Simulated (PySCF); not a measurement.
| atom | x (Å) | y (Å) | z (Å) |
| --- | --- | --- | --- |
| C | -1.6145 | -1.3879 | -0.4853 |
| C | -1.3993 | 0.0748 | -0.1032 |
| B | 0.0787 | 0.4020 | 0.5166 |
| N | 0.0108 | 2.0440 | 0.7776 |
| N | 1.2159 | 0.2304 | -0.4834 |
| C | 1.9405 | -1.0204 | -0.4312 |
| H | -2.6354 | -1.5659 | -0.8260 |
| H | -0.9349 | -1.6649 | -1.2862 |
| H | -1.4206 | -2.0323 | 0.3694 |
| H | -1.5820 | 0.6807 | -0.9967 |
| H | -2.1752 | 0.3475 | 0.6226 |
| H | 0.2732 | -0.0876 | 1.5977 |
| H | -0.8112 | 2.2468 | 1.3353 |
| H | -0.0762 | 2.4679 | -0.1400 |
| H | 0.8474 | 2.3775 | 1.2446 |
| H | 1.8909 | 0.9875 | -0.4459 |
| H | 2.6365 | -1.0874 | -1.2724 |
| H | 1.2307 | -1.8409 | -0.5030 |
| H | 2.5148 | -1.1623 | 0.5019 |

Geometry: GFN2-xTB.

All numbers below come from PySCF 2.14.0, wB97X-D/def2-SVPD, SCF density, gas phase.

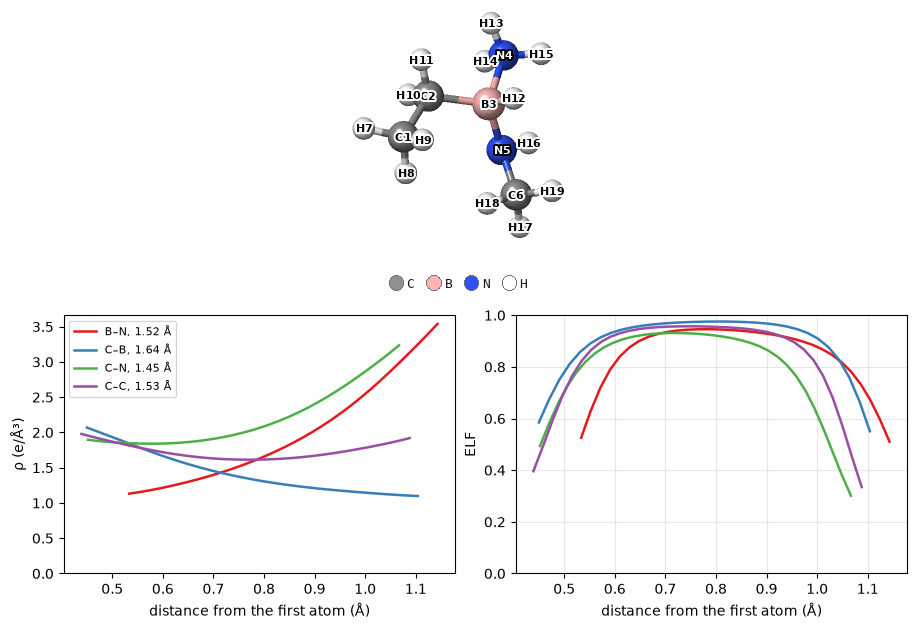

C3H13BN2. Total electron density and electron localisation function along straight lines between neighbouring atoms. The curves leave out the atomic cores. The structure is drawn too.

Compare the contacts.

Answer. B–N (1.52 Å): ρ at the midpoint is about 1.5 e/Å³; the ELF peaks at about 0.95 between the atoms; a polar covalent bond.
C–B (1.64 Å): the density is about 1.3 e/Å³ at the midpoint; the ELF peaks at about 1 between the atoms: localised, covalent bonding.
C–N (1.45 Å): the density is about 1.9 e/Å³ at the midpoint; the ELF peaks at about 0.95 between the atoms: a shared electron pair.
C–C (1.53 Å): the density is about 1.6 e/Å³ at the midpoint; the ELF peaks at about 0.95 between the atoms, as expected for localised, covalent bonding.
